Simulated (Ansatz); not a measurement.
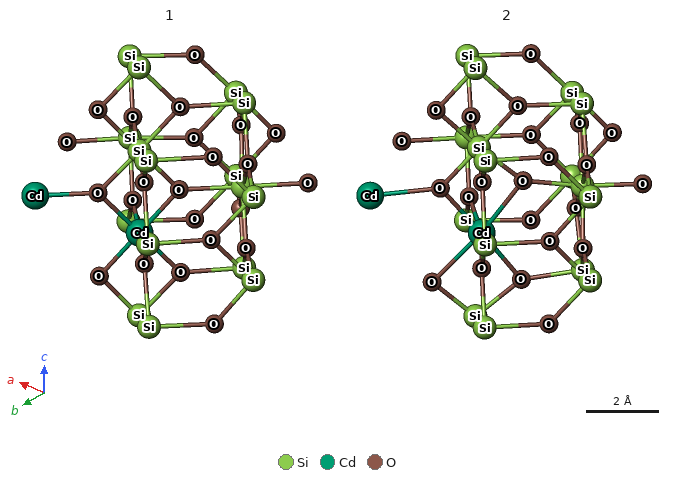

Two geometries of a defect cell of composition Si$_{22}$Cd$_{2}$O$_{48}$, drawn at one scale. One is the start of a relaxation, the other its converged end. Style: ball-and-stick. Shown: the atoms within 4.2 Å of the atom that moves most (axes of the cell of the calculation (origin shifted)), from a free direction.

These are results of DFT, PBEsol, PAW, plane waves (Ansatz), not measurements. Set-up: plane-wave cutoff 420 eV; k-point mesh 1 × 1 × 1; mesh shifted by (0.25, 0.25, 0.25); collinear spin; atoms relaxed in a fixed cell; force threshold 0.03 eV/Å; at most 80 steps.

> Which one is relaxed?

Structure 2 is the relaxed one. After 6 geometry steps the energy has fallen by 11.243 eV per cell of the calculation. The largest force component goes from 8.5 to 0.017 eV/Å. An O atom moves most: 0.34 Å along [−1 −1 2]. By element the largest moves are O 0.34 Å, Cd 0.14 Å, Si 0.12 Å. The lattice vectors keep their values. Near-neighbour distances that change, for instance: Cd–O 1.759 → 2.070 Å, Cd–O 1.745 → 2.006 Å, Cd–O 1.769 → 1.985 Å, Cd–O 1.823 → 2.036 Å. Among the angles between lasting bonds that change: Si–O–Si 130.0° → 146.1°, Si–O–Si 132.9° → 146.3°, Si–O–Cd 130.2° → 117.1°. The program noted that the starting moments weren't kept. Cost: 7.6 s on 1 × NVIDIA GB200 with 8 threads of Arm Neoverse-V2, peak memory 1.9 GiB.

Limits of the set-up: the periodic images lie only 8.0 Å apart, so the values are limited by the cell's size.
